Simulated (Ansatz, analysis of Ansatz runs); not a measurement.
# Migration in Zn3SbN3 (Cm): H transfer from N to N, charge +1, part 3 of 5

Aim: the barrier of one jump in Zn3SbN3 (Cm) at charge +1: H transfer from N to N. The model is a cell of 56 host atoms with 1 H put in; H is the atom that moves.

Ansatz 0.2.0; plane-wave PAW DFT, PBEsol; nudged elastic band between two relaxed defect structures at fixed charge in a uniform background.

So far: Set-up; Relaxation of the start point, charge +1; Relaxation of the end point, charge +1.

## 4. Nudged elastic band, charge +1

5 movable images are laid between the ends on a pair-potential path, which keeps atoms from colliding in the first guess. Each image feels the true force across the path and a spring force along it. The highest image is set to climb to the top of the path.

This step: plane-wave PAW DFT, PBEsol; nudged elastic band between two relaxed defect structures at fixed charge in a uniform background.

Contents of qp1.neb/input.yaml:

```yaml
crystal:
  lattice:
    - [6.75971426, -6.53433939, 0.00612541]
    - [6.75971426, 6.53433939, 0.00612541]
    - [-6.39637934, 0.0, 9.04065438]
  atoms:
    - { symbol: Zn, position: [0.17555597, 0.18031599, 0.44345032] }
    - { symbol: Zn, position: [0.32762907, 0.11312535, 0.23873249] }
    - { symbol: Zn, position: [0.11772874, 0.34300466, 0.24150767] }
    - { symbol: Sb, position: [0.46211675, 0.47686735, 0.51242492] }
    - { symbol: "N", position: [0.02398985, 0.29478906, 0.35135279] }
    - { symbol: "N", position: [0.28936673, 0.02726235, 0.3545567] }
    - { symbol: "N", position: [0.14813795, 0.15354822, 0.09447961] }
    - { symbol: Zn, position: [0.17561687, 0.17949312, 0.94089544] }
    - { symbol: Zn, position: [0.33855951, 0.12279848, 0.74112701] }
    - { symbol: Zn, position: [0.11944261, 0.3452705, 0.74505253] }
    - { symbol: Sb, position: [0.46924526, 0.47192102, 1.00136539] }
    - { symbol: "N", position: [0.02519921, 0.29494215, 0.85241499] }
    - { symbol: "N", position: [0.29196988, 0.03003382, 0.85204361] }
    - { symbol: "N", position: [0.14920322, 0.15685107, 0.59800239] }
    - { symbol: Zn, position: [0.17689944, 0.681297, 0.44432218] }
    - { symbol: Zn, position: [0.33797717, 0.62460094, 0.24513293] }
    - { symbol: Zn, position: [0.11864733, 0.84238778, 0.24323978] }
    - { symbol: Sb, position: [0.4702916, 0.97276312, 0.5044483] }
    - { symbol: "N", position: [0.02930408, 0.79920827, 0.35724979] }
    - { symbol: "N", position: [0.29112876, 0.5282281, 0.3538833] }
    - { symbol: "N", position: [0.14906571, 0.65282769, 0.09792652] }
    - { symbol: Zn, position: [0.17557387, 0.67971384, 0.94458167] }
    - { symbol: Zn, position: [0.34159556, 0.6233732, 0.74570569] }
    - { symbol: Zn, position: [0.12075926, 0.84335677, 0.74416632] }
    - { symbol: Sb, position: [0.46825384, 0.97150465, 1.00174256] }
    - { symbol: "N", position: [0.02589443, 0.79296127, 0.85168969] }
    - { symbol: "N", position: [0.29131627, 0.53067633, 0.85414748] }
    - { symbol: "N", position: [0.1535998, 0.65399311, 0.59896817] }
    - { symbol: Zn, position: [0.67829047, 0.17849222, 0.43780348] }
    - { symbol: Zn, position: [0.84770881, 0.11027907, 0.23866553] }
    - { symbol: Zn, position: [0.68003428, 0.3505244, 0.20807174] }
    - { symbol: Sb, position: [0.97362305, 0.47254323, 0.50814733] }
    - { symbol: "N", position: [0.5130958, 0.2884276, 0.35813097] }
    - { symbol: "N", position: [0.79135961, 0.02714626, 0.34956341] }
    - { symbol: "N", position: [0.65965285, 0.14021591, 0.08540603] }
    - { symbol: Zn, position: [0.67343476, 0.17149551, 0.92540137] }
    - { symbol: Zn, position: [0.84073321, 0.12103276, 0.73585359] }
    - { symbol: Zn, position: [0.62003551, 0.34331255, 0.7402461] }
    - { symbol: Sb, position: [0.9669652, 0.47048253, 1.00307651] }
    - { symbol: "N", position: [0.52448503, 0.29430841, 0.84818158] }
    - { symbol: "N", position: [0.79149397, 0.02314695, 0.84229669] }
    - { symbol: "N", position: [0.64972028, 0.15526609, 0.59226873] }
    - { symbol: Zn, position: [0.67128432, 0.67724281, 0.4419264] }
    - { symbol: Zn, position: [0.84351544, 0.63270655, 0.24256725] }
    - { symbol: Zn, position: [0.61797397, 0.84262101, 0.2425516] }
    - { symbol: Sb, position: [0.96862497, 0.97486002, 0.50580447] }
    - { symbol: "N", position: [0.52487903, 0.79376058, 0.35180194] }
    - { symbol: "N", position: [0.80115362, 0.54175013, 0.36055854] }
    - { symbol: "N", position: [0.65055329, 0.65517773, 0.0957473] }
    - { symbol: Zn, position: [0.67805175, 0.68111722, 0.94209483] }
    - { symbol: Zn, position: [0.84049898, 0.62083236, 0.74228131] }
    - { symbol: Zn, position: [0.61763134, 0.8411803, 0.7395634] }
    - { symbol: Sb, position: [0.96550771, 0.97100113, 0.99904882] }
    - { symbol: "N", position: [0.52613594, 0.79482451, 0.85157389] }
    - { symbol: "N", position: [0.79147706, 0.5288545, 0.85222432] }
    - { symbol: "N", position: [0.64838316, 0.64837715, 0.59564441] }
    - { symbol: H, position: [0.50889096, 0.33350608, 0.28598902] }
total_charge: 1
basis:
  ecutwfc: 420
  xc_grid: 2
hamiltonian:
  xc: pbesol
kpoints:
  mp_grid: { grid: [1, 1, 1], shift: [0.25, 0.25, 0.25] }
scf:
  occupations: { method: fixed }
  max_iter: 120
output:
  forces: true
neb:
  images: 5
  f_tol: 0.04
  climbing: true
  initial_path: idpp
  max_iterations: 45
  order_check: true
  final_atoms:
    - { symbol: Zn, position: [0.17762062, 0.17824862, 0.44358205] }
    - { symbol: Zn, position: [0.34036156, 0.12041844, 0.24156945] }
    - { symbol: Zn, position: [0.11066329, 0.33033646, 0.23896017] }
    - { symbol: Sb, position: [0.47428048, 0.46479684, 0.51258365] }
    - { symbol: "N", position: [0.0246573, 0.29208987, 0.35471583] }
    - { symbol: "N", position: [0.29207311, 0.02668137, 0.35140358] }
    - { symbol: "N", position: [0.15082993, 0.15078465, 0.09459084] }
    - { symbol: Zn, position: [0.1767629, 0.17824151, 0.94099368] }
    - { symbol: Zn, position: [0.3426287, 0.12204762, 0.7450759] }
    - { symbol: Zn, position: [0.12012608, 0.34108698, 0.74128074] }
    - { symbol: Sb, position: [0.46929134, 0.47187954, 1.00142389] }
    - { symbol: "N", position: [0.02725399, 0.29455, 0.85212588] }
    - { symbol: "N", position: [0.29226611, 0.0279113, 0.8524896] }
    - { symbol: "N", position: [0.15414784, 0.15181476, 0.59808697] }
[... 3 lines left out ...]
    - { symbol: Sb, position: [0.46982255, 0.97614929, 0.50804513] }
[... 6 lines left out ...]
    - { symbol: Sb, position: [0.46779724, 0.96963217, 1.00312593] }
[... 6 lines left out ...]
    - { symbol: Sb, position: [0.97002004, 0.47296234, 0.50453608] }
[... 4 lines left out ...]
    - { symbol: Zn, position: [0.8405924, 0.12333582, 0.74427013] }
    - { symbol: Zn, position: [0.62046733, 0.34420542, 0.7454908] }
    - { symbol: Sb, position: [0.96868261, 0.47088338, 1.00173703] }
[... 1 line left out ...]
    - { symbol: "N", position: [0.79025458, 0.02850599, 0.8518094] }
    - { symbol: "N", position: [0.65133797, 0.1561234, 0.59895646] }
    - { symbol: Zn, position: [0.67445708, 0.673884, 0.44185523] }
    - { symbol: Zn, position: [0.84004184, 0.62052473, 0.24253325] }
    - { symbol: Zn, position: [0.63008042, 0.8460896, 0.24252718] }
    - { symbol: Sb, position: [0.9721389, 0.97125111, 0.50589479] }
    - { symbol: "N", position: [0.53893196, 0.80371724, 0.36037839] }
    - { symbol: "N", position: [0.79108557, 0.52752017, 0.35181568] }
    - { symbol: "N", position: [0.65256484, 0.653148, 0.09571744] }
    - { symbol: Zn, position: [0.678376, 0.68066816, 0.94202465] }
    - { symbol: Zn, position: [0.83851035, 0.62031069, 0.73956201] }
    - { symbol: Zn, position: [0.61812634, 0.84314484, 0.74233193] }
    - { symbol: Sb, position: [0.96830768, 0.9681569, 0.99919405] }
    - { symbol: "N", position: [0.5260928, 0.79409142, 0.85221842] }
    - { symbol: "N", position: [0.79204002, 0.52870441, 0.85146296] }
    - { symbol: "N", position: [0.64567144, 0.65109477, 0.59564966] }
    - { symbol: H, position: [0.33120468, 0.51254558, 0.28679996] }
```

Started as:

```sh
ansatz run input.yaml --threads 32 --pin off --max-ram 84787MiB --backend cuda --events-out ev --progress --plain --runs-dir out --max-vram 78GiB
```

Numbers of over 12 decimals in the logs are rounded to 6 here.

The program printed:

```text
[...]
Warning: neb: disabling space-group detection — the band's intermediate images generally break the endpoint symmetry, so the full k-mesh is solved, and no spatial operation symmetrises the density, except that a semilocal band can use its path's symmetry [...]
[...]
parallel-image band execution: 3 concurrent image workers
NEB image 0
[...]
Crystal: 57 atoms, lattice volume = 799.168 Å³
Basis set: ecut = 420 eV, 15649 PW (Γ), exchange–correlation on 128×128×150 points (8 copies of the dense FFT grid, shifted against one another)
Bands: 321, of which v1, the nominal top of the filled ones, is band 264 counted from 1 (263 counted from 0)
Symmetry: 1 space group operations
k-points: 1
[...]
SCF iter   1: F=—  HF=-139111.875602 eV  |F-HF|=—  |Δ(HF+E_count)|=         —  Δρ=1.15e-2  dr2=1.07e0  ethr=1.77e-3  ⟨swp⟩=5.0  Hψ=1074  notcnv=0  defer=55
[...]
SCF iter   2: F=—  HF=-139111.600580 eV  |F-HF|=—  |Δ(HF+E_count)|=   2.75e-1  Δρ=2.31e-3  dr2=5.10e-2  ethr=2.02e-4  ⟨swp⟩=3.0  Hψ=556  notcnv=0  defer=55
[...]
SCF iter  11: F=-139111.581153 eV  HF=-139111.581153 eV  |F-HF|=1.47e-8  |Δ(HF+E_count)|=   5.06e-8  Δρ=2.80e-6  dr2=7.60e-8  ethr=1.89e-11  ⟨swp⟩=4.0  Hψ=1077  notcnv=0
SCF 1 converged in 11 iterations: F = -139111.581153 eV  dr2 = 7.60e-8
[...]
NSCF: frozen V_eff on 1 k-points
NEB image 6
[...]
SCF 2 converged in 11 iterations: F = -139111.581147 eV  dr2 = 7.60e-8
[...]
NEB end point (image 0): max|allowed force component| = 6.541e-3 eV/Å (the criterion of neb.relax_end_points is 1.000e-2)
NEB end point (image 6): max|allowed force component| = 5.887e-3 eV/Å (the criterion of neb.relax_end_points is 1.000e-2)
NEB image 1
[...]
SCF 3 converged in 11 iterations: F = -139110.637081 eV  dr2 = 5.96e-8
[...]
SCF 7 converged in 11 iterations: F = -139110.643032 eV  dr2 = 5.91e-8
[...]
SCF 11 converged in 10 iterations: F = -139110.549831 eV  dr2 = 4.40e-8
[...]
SCF 15 converged in 10 iterations: F = -139110.408608 eV  dr2 = 5.08e-8
[...]
SCF 19 converged in 9 iterations: F = -139111.096732 eV  dr2 = 8.88e-8
[...]
SCF 23 converged in 8 iterations: F = -139111.461195 eV  dr2 = 8.42e-8
[...]
SCF 27 converged in 8 iterations: F = -139111.464020 eV  dr2 = 8.22e-8
[...]
SCF 31 converged in 9 iterations: F = -139111.277180 eV  dr2 = 5.26e-8
[...]
SCF 35 converged in 7 iterations: F = -139110.641317 eV  dr2 = 6.92e-8
[...]
SCF 39 converged in 7 iterations: F = -139111.293715 eV  dr2 = 9.95e-8
[...]
SCF 43 converged in 7 iterations: F = -139111.481459 eV  dr2 = 3.86e-8
[...]
SCF 47 converged in 7 iterations: F = -139111.482876 eV  dr2 = 3.86e-8
[...]
SCF 51 converged in 12 iterations: F = -139110.484396 eV  dr2 = 6.13e-10
[...]
SCF 55 converged in 12 iterations: F = -139110.516907 eV  dr2 = 4.86e-10
[...]
SCF 59 converged in 12 iterations: F = -139110.527461 eV  dr2 = 2.61e-10
[...]
SCF 63 converged in 12 iterations: F = -139110.489545 eV  dr2 = 3.50e-10
[...]
SCF 67 converged in 12 iterations: F = -139110.477892 eV  dr2 = 3.62e-10
[...]
SCF 71 converged in 9 iterations: F = -139110.892253 eV  dr2 = 9.06e-8
[...]
SCF 75 converged in 9 iterations: F = -139111.438908 eV  dr2 = 5.64e-8
[...]
SCF 79 converged in 9 iterations: F = -139110.703231 eV  dr2 = 1.63e-8
[...]
SCF converged after 6 iterations
[...]
- [6.75971426, 6.53433939, 0.00612541]
    - [-6.39637934, 0.0, 9.04065438]
  atoms:
    - { symbol: Zn, position: [0.174686, 0.177376, 0.438569] }
    - { symbol: Zn, position: [0.334648, 0.114486, 0.235442] }
    - { symbol: Zn, position: [0.111765, 0.337369, 0.235395] }
    - { symbol: Sb, position: [0.478501, 0.481183, 0.526349] }
    - { symbol: N, position: [0.025191, 0.293420, 0.349453] }
    - { symbol: N, position: [0.290740, 0.027873, 0.349481] }
    - { symbol: N, position: [0.150237, 0.152920, 0.091421] }
    - { symbol: Zn, position: [0.174740, 0.177410, 0.935674] }
    - { symbol: Zn, position: [0.341258, 0.123084, 0.740375] }
    - { symbol: Zn, position: [0.120415, 0.343941, 0.740381] }
    - { symbol: Sb, position: [0.469558, 0.472235, 1.003468] }
    - { symbol: N, position: [0.025340, 0.294627, 0.848405] }
    - { symbol: N, position: [0.291937, 0.027998, 0.848388] }
    - { symbol: N, position: [0.150910, 0.153591, 0.594149] }
    - { symbol: Zn, position: [0.177135, 0.669371, 0.431107] }
    - { symbol: Zn, position: [0.343864, 0.629116, 0.242157] }
    - { symbol: Zn, position: [0.118492, 0.842847, 0.239543] }
    - { symbol: Sb, position: [0.469193, 0.975874, 0.503617] }
    - { symbol: N, position: [0.028231, 0.792129, 0.349846] }
    - { symbol: N, position: [0.305420, 0.507663, 0.342401] }
    - { symbol: N, position: [0.152621, 0.653350, 0.096079] }
    - { symbol: Zn, position: [0.178312, 0.680812, 0.942058] }
    - { symbol: Zn, position: [0.342741, 0.624849, 0.746255] }
    - { symbol: Zn, position: [0.123013, 0.839930, 0.736274] }
    - { symbol: Sb, position: [0.467648, 0.974287, 1.002902] }
    - { symbol: N, position: [0.029453, 0.794206, 0.847823] }
    - { symbol: N, position: [0.292910, 0.529411, 0.852371] }
    - { symbol: N, position: [0.158251, 0.649412, 0.590840] }
    - { symbol: Zn, position: [0.666666, 0.179867, 0.431073] }
    - { symbol: Zn, position: [0.840170, 0.121150, 0.239524] }
    - { symbol: Zn, position: [0.626459, 0.346552, 0.242141] }
    - { symbol: Sb, position: [0.973199, 0.471843, 0.503614] }
    - { symbol: N, position: [0.504981, 0.308097, 0.342432] }
    - { symbol: N, position: [0.789434, 0.030917, 0.349837] }
    - { symbol: N, position: [0.650650, 0.155289, 0.096072] }
    - { symbol: Zn, position: [0.678120, 0.180981, 0.942053] }
    - { symbol: Zn, position: [0.837270, 0.125691, 0.736268] }
    - { symbol: Zn, position: [0.622196, 0.345382, 0.746249] }
    - { symbol: Sb, position: [0.971627, 0.470338, 1.002914] }
    - { symbol: N, position: [0.526726, 0.295583, 0.852361] }
    - { symbol: N, position: [0.791535, 0.032148, 0.847825] }
    - { symbol: N, position: [0.646757, 0.160920, 0.590816] }
    - { symbol: Zn, position: [0.679378, 0.682063, 0.448011] }
    - { symbol: Zn, position: [0.840447, 0.622866, 0.243403] }
    - { symbol: Zn, position: [0.620182, 0.843127, 0.243394] }
    - { symbol: Sb, position: [0.969278, 0.971985, 0.501229] }
    - { symbol: N, position: [0.530407, 0.797410, 0.356929] }
    - { symbol: N, position: [0.794745, 0.533099, 0.356954] }
    - { symbol: N, position: [0.651720, 0.654390, 0.098033] }
    - { symbol: Zn, position: [0.680459, 0.683132, 0.946445] }
    - { symbol: Zn, position: [0.846425, 0.623719, 0.747116] }
    - { symbol: Zn, position: [0.621056, 0.849112, 0.747117] }
    - { symbol: Sb, position: [0.968446, 0.971136, 0.996740] }
    - { symbol: N, position: [0.528330, 0.796516, 0.854954] }
    - { symbol: N, position: [0.793837, 0.530991, 0.854958] }
    - { symbol: N, position: [0.654489, 0.657154, 0.603628] }
    - { symbol: H, position: [0.391439, 0.394049, 0.296770] }
```

The job ended after 35 s (1 × NVIDIA GB200 with 32 threads of Arm Neoverse V2, shared host; peak memory 1.9 GiB).

In the SCF lines HF is the Harris–Foulkes energy and dr2 the Hartree energy of the density residual, in eV; the loop may stop once dr2 is under the threshold and the program's other checks hold. Hψ counts applications of the Hamiltonian.

The path, image by image:

| image | path (Å) | energy (eV) | H57: x, y, z (Å) |
| --- | --- | --- | --- |
| 0 | 0.000 | 0.0000 | 3.865, -1.146, 2.591 |
| 1 | 0.596 | 0.0997 | 3.655, -0.823, 2.454 |
| 2 | 1.192 | 0.2817 | 3.443, -0.459, 2.504 |
| 3 | 1.787 | 0.9388 | 3.411, 0.017, 2.688 |
| 4 | 2.387 | 0.2802 | 3.443, 0.496, 2.503 |
| 5 | 2.986 | 0.0983 | 3.657, 0.861, 2.455 |
| 6 | 3.585 | 0.0000 | 3.869, 1.185, 2.598 |

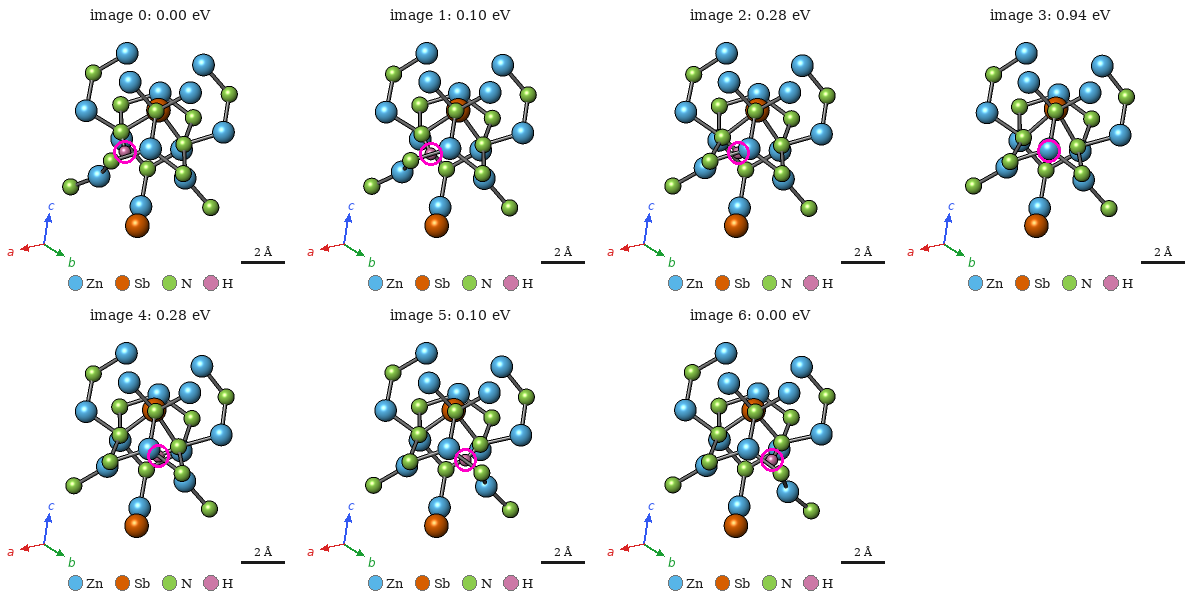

Images along the path; H57 is ringed. Bonds to atoms that aren't drawn are left out. H lies hidden behind other atoms in this view.

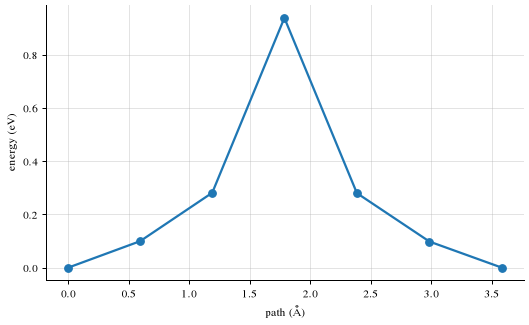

Energy along the path.

This step gave:

```
free energy      : -139110.6424 eV
barrier forward  : 0.9388 eV
barrier backward : 0.9388 eV
end less start   : 6.38e-6 eV
hop length       : 2.331 Å
```

Track of the atom that was set to move:

```csv
image,x (Å),y (Å),z (Å),nearest neighbour,distance (Å)
0,3.865,-1.146,2.591,N,1.036
1,3.655,-0.823,2.454,N,1.044
2,3.443,-0.459,2.504,N,1.059
3,3.411,0.017,2.688,N,1.371
4,3.443,0.496,2.503,N,1.059
5,3.657,0.861,2.455,N,1.044
6,3.869,1.185,2.598,N,1.036
```

The band met its tolerance of 0.04 eV/Å after 9 iterations, with image 3 on top (the start counts as 0). H57, which moves farthest between the ends, has 1 N at 1.04 Å nearest at the start and 2 N at 1.37 Å at the top.

(Continued in part 4 of 5.)

[Logs are printed without paths, hosts, clocks, repeated set-up lines and the standing remarks that a program may print on its own settings, such as how far it seeks lower states.]

[Hosts, paths, dates, database ids (printed as entryN), source tags and the programs' standing remarks are cut or masked in the printed files.]
